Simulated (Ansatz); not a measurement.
# NiTe2 monolayer (1T): the cell at rest

Wanted: the relaxed cell of NiTe2 monolayer (1T).

Method: DFT PBEsol, scalar-relativistic, plane waves, PAW, in Ansatz 0.2.0.

### 1. Starting point

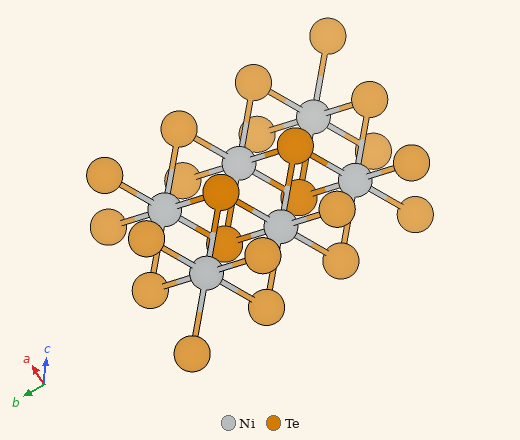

Start, viewed from a free direction; nickel light grey, tellurium orange. 1×2×1 cells are drawn. Some periodic images of atoms are drawn too.

The cell holds 3 atoms: 1 Ni and 2 Te. Its edges and angles: a = 3.680 Å, b = 3.680 Å, c = 20.000 Å, α = 90.0°, β = 90.0°, γ = 120.0°. Vacuum lies along c.

As a file:

```cif
data_structure
_symmetry_space_group_name_H-M 'P 1'
_symmetry_Int_Tables_number 1
_cell_length_a 3.6800
_cell_length_b 3.6800
_cell_length_c 20.0000
_cell_angle_alpha 90.000
_cell_angle_beta 90.000
_cell_angle_gamma 120.000
_cell_volume 234.56
loop_
_atom_site_label
_atom_site_type_symbol
_atom_site_fract_x
_atom_site_fract_y
_atom_site_fract_z
_atom_site_occupancy
Ni1 Ni 0.00000 0.00000 0.50000 1
Te2 Te 0.33333 0.66667 0.58280 1
Te3 Te 0.66667 0.33333 0.41720 1
```

### 2. Probe on a coarse mesh

First a cheap look: the gap decides the mesh and the occupations, the pressure tells how far the cell has to move.

The program solves this slab on a cell height of its own, 30.4 Å, in place of the one typed.

File input.yaml:

```yaml
crystal:
  lattice:
    - [3.68, 0.0, 0.0]
    - [-1.84, 3.18697, 0.0]
    - [0.0, 0.0, 20.0]
  atoms:
    - { symbol: Ni, position: [0.0, 0.0, 0.5] }
    - { symbol: Te, position: [0.333333, 0.666667, 0.5828] }
    - { symbol: Te, position: [0.666667, 0.333333, 0.4172] }
  periodic: [true, true, false]
kpoints:
  mp_grid: { grid: [6, 6, 1] }
hamiltonian:
  xc: pbesol
scf:
  occupations: { method: gaussian, width: 0.1 }
output:
  forces: true
  stress: true
  eigenvalues: true
```

The run is started by

```console
ansatz run input.yaml --threads 8 --pin off --max-ram 14336MiB --backend cpu --events-out ev --progress --plain --runs-dir out
```

Numbers of over 12 decimals in the logs are rounded to 6 here.

The log of the run:

```text
[...]
k-point 1: bands = [... 21 lower, -6.4430, -5.8599, -5.1087, -4.2540, -4.1006, -3.0282, -0.3917 (-0.3927°), 0.0230, ... 1 higher]
  k-point 2: bands = [... 21 lower, -6.5403, -6.4225, -5.8391, -5.0793, -4.4200, -3.4080, -1.0085, 0.4247, ... 1 higher]
  k-point 6: bands = [... 21 lower, -7.2545, -6.2561, -5.9088, -5.9088, -4.5817, -4.5817, -1.0777, 1.0687, ... 1 higher]
  ° read free of the cell's end (the report's vacuum.weakly_bound_levels)
[key lines of the parts left out:]
SCF converged after 10 iterations
Free energy (F): -19607.867436 eV
Fermi energy:    -4.684824 eV
P = ½ c Tr σ = -5.3562 N/m
```

Wall time 1.3 s (8 threads of Arm Neoverse V1, shared host); peak memory 0.77 GiB; 8 s of CPU time.

This run has no spin polarisation, although Ni can carry a moment.

Numbers from this step:

| Item | Value |
| --- | --- |
| gap on the k-mesh | 0 eV |
| area per atom | 3.909 Å² |

The coarse mesh shows no gap.

### 3. Coarse relaxation

A rough relaxation comes first, because large forces or stress need no tight tolerances yet.

The program solves this slab on a cell height of its own, 30.4 Å, in place of the one typed.

Changes to input.yaml since step 2:

```diff
@@ -20 +20,6 @@
   eigenvalues: true
+relax:
+  adjacent_minimum: "off"
+  f_tol: 0.05
+  max_steps: 80
+  cell: { stress_2d_tol: 0.02 }
```

The log of the run:

```text
[...]
Crystal: 3 atoms, lattice volume = 356.814 Å³
Basis set: ecut = 420 eV, 6989 PW (Γ), exchange–correlation on 50×50×432 points (8 copies of the dense FFT grid, shifted against one another)
Bands: 30, of which v1, the nominal top of the filled ones, is band 25 counted from 1 (24 counted from 0)
Symmetry: 12 space group operations
[...]
F+E_penalty+E_count = -19608.30699556 eV   max|allowed force component| = 3.697e-4 eV/Å   (the final SCF, on the basis selected at the relaxed cell)
  cell:  # Å, volume = 341.2889 Å³
    - [3.599048, 0.0, 0]
    - [-1.799524, 3.116867, 0]
    - [0, 0, 30.424]
  atoms:
    - { symbol: Ni, position: [0, 0, 0.328688] }
    - { symbol: Te, position: [0.333333, 0.666667, 0.376755] }
    - { symbol: Te, position: [0.666667, 0.333333, 0.280621] }
[key lines of the parts left out:]
SCF converged after 10 iterations
Free energy (F): -19608.306996 eV
Fermi energy:    -4.488767 eV
P = ½ c Tr σ = 0.0019 N/m
```

It took 11 s on 8 threads; peak memory 0.79 GiB; 76 s of CPU time.

Relaxation path:

| step | energy less that of the first step (eV) | largest force component (eV/Å) | volume (Å³) |
| --- | --- | --- | --- |
| 1 | 0.0000 | 1.5731 | 356.81 |
| 2 | -0.4256 | 0.2403 | 350.58 |
| 3 | -0.4371 | 0.1186 | 344.30 |
| 4 | -0.4395 | 0.0316 | 343.37 |
| 5 | -0.4394 | 0.0737 | 339.76 |
| 6 | -0.4402 | 0.0005 | 341.61 |
| 7 | -0.4403 | 0.0005 | 341.29 |
| 8* | -0.4396 | 0.0004 | 341.29 |

Relaxation steps marked * repeat the geometry before them on a plane-wave basis chosen anew for their cell, so energy and pressure can jump there. Relaxation step 5 was tried and not accepted.

The run keeps the 12 symmetry operations that it works with, so distortions that break them were not tested.

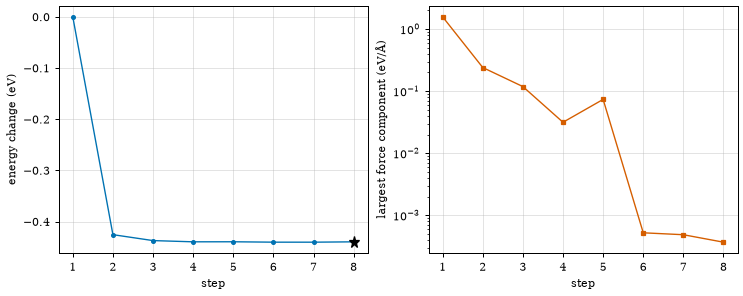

Energy and largest force along the relaxation. Stars mark steps on a basis chosen anew.

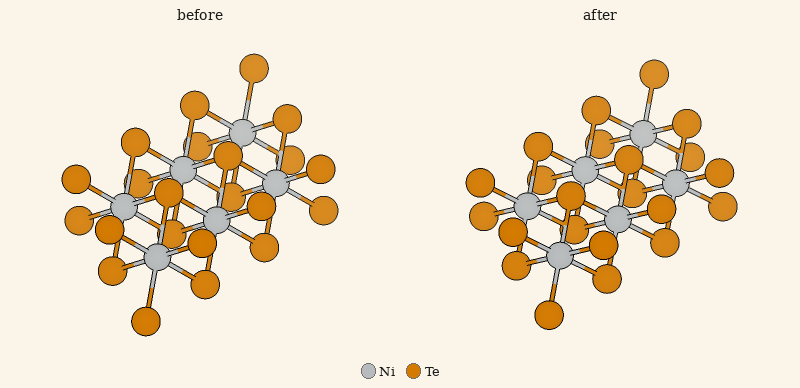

Before and after, at one scale.

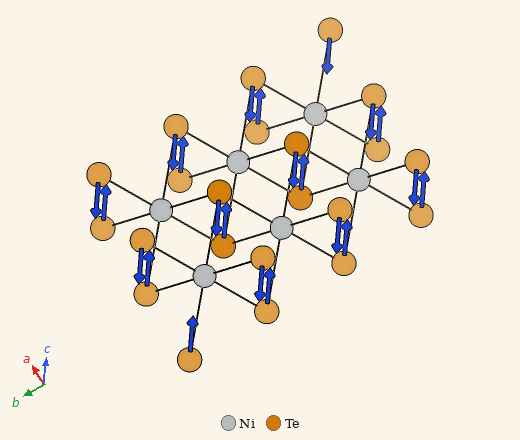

Displacements in the relaxation, exaggerated, measured against the changing cell; the longest in the cell stands for 0.19 Å. 1×2×1 cells are drawn. Some periodic images of atoms are drawn too.

| cell as run | before | after | change |
| --- | --- | --- | --- |
| a (Å) | 3.680 | 3.599 | -2.2 % |
| b (Å) | 3.680 | 3.599 | -2.2 % |

The atoms that moved most (Å, along periodic axes as changes of fractional coordinates times the final cell, across vacuum about the mean position):

| atom | dx | dy | dz | length |
| --- | --- | --- | --- | --- |
| Te3 | 0.000 | 0.000 | 0.194 | 0.194 |
| Te2 | 0.000 | 0.000 | -0.194 | 0.194 |

The relaxed structure:

```
Ni Te
1.0
     3.59905    0.00000    0.00000
    -1.79952    3.11687    0.00000
     0.00000    0.00000   30.42400
Ni Te
1 2
Direct
  0.00000 0.00000 0.32869
  0.33333 0.66667 0.37676
  0.66667 0.33333 0.28062
```

This step gave:

```
area per atom : 3.739 Å²
```

The relaxation ends with a largest force component of 3.7e-4 eV/Å.

### 4. Bringing the structure to rest

The cell and atoms are relaxed, since residual forces and stress would shift the frequencies.

File input.yaml:

```yaml
crystal:
  lattice:
    - [3.5990476702, 0.0, 0.0]
    - [-1.7995238351, 3.1168667118, 0.0]
    - [0.0, 0.0, 30.424]
  atoms:
    - { symbol: Ni, position: [0.0, 0.0, 0.328687878] }
    - { symbol: Te, position: [0.3333333333, 0.6666666667, 0.3767551131] }
    - { symbol: Te, position: [0.6666666667, 0.3333333333, 0.2806206429] }
  periodic: [true, true, false]
kpoints:
  mp_grid: { grid: [15, 15, 1] }
hamiltonian:
  xc: pbesol
scf:
  occupations: { method: gaussian, width: 0.1 }
output:
  forces: true
  stress: true
  eigenvalues: true
  write_density: true
  write_potential: true
  elf: true
  volumetric_format: npy
relax:
  adjacent_minimum: "off"
  f_tol: 0.005
  max_steps: 80
  cell: { stress_2d_tol: 0.02 }
```

The log of the run:

```text
[...]
Crystal: 3 atoms, lattice volume = 341.289 Å³
Basis set: ecut = 420 eV, 6545 PW (Γ), exchange–correlation on 50×50×432 points (8 copies of the dense FFT grid, shifted against one another)
Bands: 30, of which v1, the nominal top of the filled ones, is band 25 counted from 1 (24 counted from 0)
Symmetry: 12 space group operations
[...]
k-points: 27 of 225
[...]
SCF iter   1: F=—  HF=-19608.390913 eV  |F-HF|=—  |Δ(HF+E_count)|=         —  Δρ=6.98e-3  dr2=1.18e-1  ethr=1.77e-3  ⟨swp⟩=15.4  Hψ=5669  notcnv=0
[...]
SCF iter  10: F=-19608.375111 eV  HF=-19608.375111 eV  |F-HF|=8.48e-10  |Δ(HF+E_count)|=   2.55e-8  Δρ=1.57e-7  dr2=6.45e-11  ethr=7.56e-12  ⟨swp⟩=10.9  Hψ=5562  notcnv=0
SCF 1 converged in 10 iterations: F = -19608.375111 eV  dr2 = 6.45e-11
[...]
relax step   1: F+E_penalty+E_count = -19608.37511053 eV  Δ(F+E_penalty+E_count) = +0.000e0 eV  max|allowed force component| = 1.869e-1 eV/Å  Δτ_max = 0.0000 Å  P = +0.311 N/m  Ω = 341.289 Å³  fix = [c, alpha, beta]  reactions: c +0.000 N/m  (10 SCF iters, dr2 threshold 1.00e-7 eV, accepted)
Crystal: 3 atoms, lattice volume = 347.937 Å³
Basis set: ecut = 420 eV, 6701 PW (Γ), exchange–correlation on 50×50×432 points (8 copies of the dense FFT grid, shifted against one another)
[...]
SCF iter  10: F=-19608.393333 eV  HF=-19608.393333 eV  |F-HF|=1.27e-10  |Δ(HF+E_count)|=   1.10e-8  Δρ=1.32e-7  dr2=4.80e-11  ethr=1.00e-12  ⟨swp⟩=9.4  Hψ=5264  notcnv=0
SCF 2 converged in 10 iterations: F = -19608.393333 eV  dr2 = 4.80e-11
relax step   2: F+E_penalty+E_count = -19608.39333328 eV  Δ(F+E_penalty+E_count) = -1.822e-2 eV  max|allowed force component| = 1.013e-2 eV/Å  Δτ_max = 0.0530 Å  P = +0.896 N/m  Ω = 347.937 Å³  energy of the carried Pulay correction = -2.989e-4 eV  fix = [c, alpha, beta]  reactions: c +0.000 N/m  (10 SCF iters, dr2 threshold 3.00e-7 eV, accepted)
Crystal: 3 atoms, lattice volume = 368.097 Å³
Basis set: ecut = 420 eV, 7265 PW (Γ), exchange–correlation on 50×50×432 points (8 copies of the dense FFT grid, shifted against one another)
[...]
SCF iter   8: F=-19608.377684 eV  HF=-19608.377684 eV  |F-HF|=9.90e-9  |Δ(HF+E_count)|=   6.04e-8  Δρ=8.19e-7  dr2=2.79e-9  ethr=5.53e-11  ⟨swp⟩=10.9  Hψ=6367  notcnv=0
SCF 3 converged in 8 iterations: F = -19608.377684 eV  dr2 = 2.79e-9
relax step   3: F+E_penalty+E_count = -19608.37768410 eV  Δ(F+E_penalty+E_count) = +1.565e-2 eV  max|allowed force component| = 3.402e-1 eV/Å  Δτ_max = 0.1056 Å  P = +0.655 N/m  Ω = 368.097 Å³  energy of the carried Pulay correction = -1.171e-3 eV  fix = [c, alpha, beta]  (8 SCF iters, dr2 threshold 3.00e-7 eV, rejected (line search))
[...]
relax step   4: F+E_penalty+E_count = -19608.40063772 eV  Δ(F+E_penalty+E_count) = -7.304e-3 eV  max|allowed force component| = 7.956e-2 eV/Å  Δτ_max = 0.0358 Å  P = +0.050 N/m  Ω = 357.720 Å³  energy of the carried Pulay correction = -7.284e-4 eV  fix = [c, alpha, beta]  reactions: c +0.000 N/m  (13 SCF iters, accepted)
[...]
relax step   5: F+E_penalty+E_count = -19608.40155619 eV  Δ(F+E_penalty+E_count) = -9.185e-4 eV  max|allowed force component| = 1.438e-2 eV/Å  Δτ_max = 0.0108 Å  P = +0.062 N/m  Ω = 356.104 Å³  energy of the carried Pulay correction = -6.582e-4 eV  fix = [c, alpha, beta]  reactions: c +0.000 N/m  (7 SCF iters, dr2 threshold 3.00e-7 eV, accepted)
[...]
relax step   6: F+E_penalty+E_count = -19608.40157456 eV  Δ(F+E_penalty+E_count) = -1.837e-5 eV  max|allowed force component| = 2.142e-4 eV/Å  Δτ_max = 0.0009 Å  P = +0.004 N/m  Ω = 356.312 Å³  energy of the carried Pulay correction = -6.673e-4 eV  fix = [c, alpha, beta]  reactions: c +0.000 N/m  (5 SCF iters, dr2 threshold 1.29e-8 eV, accepted)
[...]
SCF iter  10: F=-19608.402259 eV  HF=-19608.402259 eV  |F-HF|=4.73e-11  |Δ(HF+E_count)|=  6.66e-10  Δρ=5.22e-9  dr2=5.62e-14  ethr=1.00e-12  ⟨swp⟩=6.5  Hψ=3993  notcnv=0
SCF 7 converged in 10 iterations: F = -19608.402259 eV  dr2 = 5.62e-14
relax step   7: F+E_penalty+E_count = -19608.40225895 eV  Δ(F+E_penalty+E_count) = -6.844e-4 eV  max|allowed force component| = 4.964e-5 eV/Å  Δτ_max = 0.0000 Å  P = +0.005 N/m  Ω = 356.312 Å³  fix = [c, alpha, beta]  reactions: c +0.000 N/m  stress off target by 5.17e-3 N/m on what of the cell is left free  SCF on the basis re-selected at this cell (its energy is not comparable with the rows above)  (10 SCF iters)
basis re-selected at this cell: Δ(F+E_penalty+E_count) = -6.844e-4 eV, ΔP = +0.001 N/m vs the last step (what re-selecting the basis moved, of the pressure what is left beyond the Pulay correction that the steps carried, after the strain that the cell walked since its last selection, with what the two solves' SCF thresholds leave and, on support functions, any second-order correction that the steps lacked; it is no m [...]
SCF converged after 10 iterations
an eigenvalue changed by more than its tolerance at an iteration that met the thresholds in force, so the SCF went on 1 time: the last check found none over its tolerance
Free energy (F): -19608.402259 eV
[...]
Internal energy: -19608.393549 eV  (E = F + TS)
E sigma→0 (E₀):  -19608.397904 eV
Entropy (-TS):   -0.008710 eV (-2.903 meV/atom)
Fermi energy:    -4.533113 eV
[...]
--- Forces (eV/Å), atoms counted from 1 ---
  atom   1  Ni    -0.00000000     0.00000000     0.00000000
  atom   2  Te     0.00000000     0.00000000    -0.00004964
  atom   3  Te    -0.00000000     0.00000000     0.00004964
  max |Σ_I F_I| component: 3.34e-30 eV/Å
--- 2D stress c σ (N/m, compression-positive) ---
        0.005170      -0.000000      -0.000000
       -0.000000       0.005170      -0.000000
       -0.000000      -0.000000       0.000000
  P = ½ c Tr σ = 0.0052 N/m
--- Band table (eV; the first three rows and the last of 27) ---
  k-point 0: bands = [... 21 lower, -6.4140, -5.5340, -3.8369, -3.8369, -2.6396, -2.6396, -0.6598 (-0.6612°), -0.3443, ... 1 higher]
  k-point 1: bands = [... 21 lower, -6.4408, -5.4511, -4.2341, -3.9776, -2.9904, -2.6615, -0.5773 (-0.5789°), -0.2719, ... 1 higher]
  k-point 2: bands = [... 21 lower, -6.5333, -5.2732, -5.0130, -4.3350, -3.7097, -2.7282, -0.3685 (-0.3701°), -0.1065, ... 1 higher]
  k-point 26: bands = [... 21 lower, -7.5498, -6.8491, -6.2553, -6.2553, -4.2809, -4.2809, -0.2220, 1.8108, ... 1 higher]
  ° read free of the cell's end (the report's vacuum.weakly_bound_levels)
--- Relaxed structure (6 steps of the walk, 5 accepted, 1 SCFs on fresh bases) ---
[...]
cell:  # Å, volume = 356.3122 Å³
    - [3.677408, 0.0, 0]
    - [-1.838704, 3.184729, 0]
    - [0, 0, 30.424]
  atoms:
    - { symbol: Ni, position: [0, 0, 0.328687878] }
    - { symbol: Te, position: [0.333333, 0.666667, 0.374220] }
    - { symbol: Te, position: [0.666667, 0.333333, 0.283156] }
```

Wall time 29 s (8 threads); peak memory 1.1 GiB; 3.6 min of CPU time.

[end of part 1 of 2]

[Logs are printed without paths, hosts, clocks, repeated set-up lines and the standing remarks that a program may print on its own settings, such as how far it seeks lower states.]

[Hosts, paths, dates, database ids (printed as entryN), source tags and the programs' standing remarks are cut or masked in the printed files.]
